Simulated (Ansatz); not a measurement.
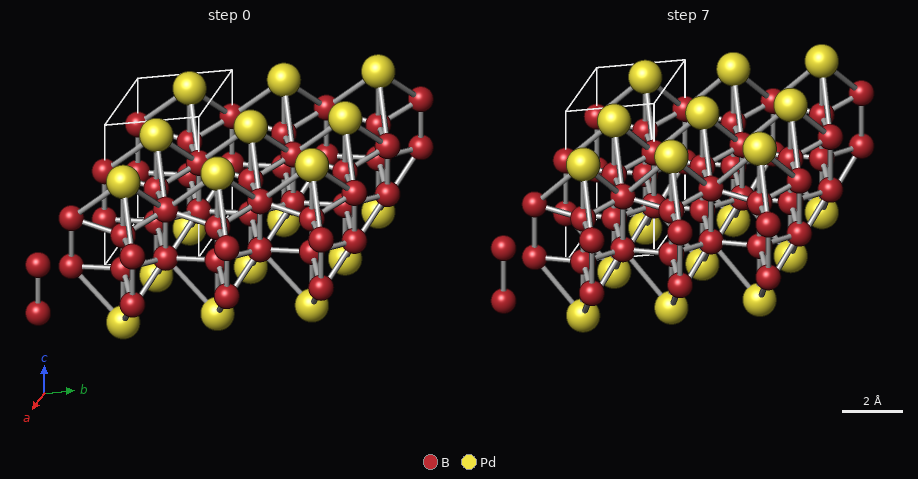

The structure of solid B₄Pd (a generated structure, set up in P-6m2) (coarse preliminary run) before (left) and after (right) a relaxation, at one scale.

Style: ball-and-stick. Shown: the cell of the calculation, repeated 3 × 3 × 1 with one cell outlined, from a free direction.

Level of theory: Ansatz 0.2.0, DFT PBE, scalar-relativistic, plane waves, PAW.

Input file:
```yaml
crystal:
  lattice:
    - [3.21687695, 0.0, 0.0]
    - [-1.60843848, 2.78589716, 0.0]
    - [0.0, 0.0, 5.52460116]
  atoms:
    - { symbol: B, position: [0.0, 0.0, 0.32877107] }
    - { symbol: B, position: [0.0, 0.0, 0.67122893] }
    - { symbol: B, position: [0.33333333, 0.66666667, 0.61847583] }
    - { symbol: B, position: [0.33333333, 0.66666667, 0.38152417] }
    - { symbol: Pd, position: [0.33333333, 0.66666667, 0.0] }
basis:
  ecutwfc: 420
kpoints:
  mp_grid: { grid: [6, 6, 4] }
hamiltonian:
  xc: pbe
scf:
  occupations: { method: gaussian, width: 0.1 }
  lower_state_search: "off"
output:
  forces: true
  stress: true
  eigenvalues: true
relax:
  adjacent_minimum: "off"
  f_tol: 0.04
  max_steps: 70
  cell: { stress_tol: 0.4 }
```

Launched with:
```bash
ansatz run input.yaml --threads 1 --pin off --max-ram 2560MiB --backend cpu --events-out ev --progress --plain --runs-dir out
```

### Summarise the run.

The largest moves relative to the cell, 0.15 Å, are those of B3 and B4. B4 goes along −c. Pd stays in place. The volume changes by −5.9 %, with a = b 3.217 → 3.009 Å (−6.5 %), c 5.525 → 5.945 Å (+7.6 %). Some distances before and after: B3–B4 1.309 → 1.702 Å, B1–B2 1.892 → 2.080 Å, B1–B4 1.880 → 1.747 Å, B3–Pd5 2.108 → 2.121 Å. Bond angles that change, for instance: B1–B4–B3 98.9° → 96.2°, B1–B4–Pd5 81.1° → 83.8°. The space group stays P-6m2 (No. 187). After 6 accepted moves (7 points after the start) the energy has fallen by 511 meV per atom. The largest force component goes from 14 to 0.018 eV/Å. The pressure goes from 7.36 to 0.05 GPa. The SCF was repeated once at an unchanged geometry on a basis and grid sized afresh for the cell, which shifted the energy by 0.1 meV per atom at most. Cost: 8.9 s on 1 thread of Intel(R) Xeon(R) 6975P-C (Granite Rapids), with other jobs on the host, peak memory 0.39 GiB.
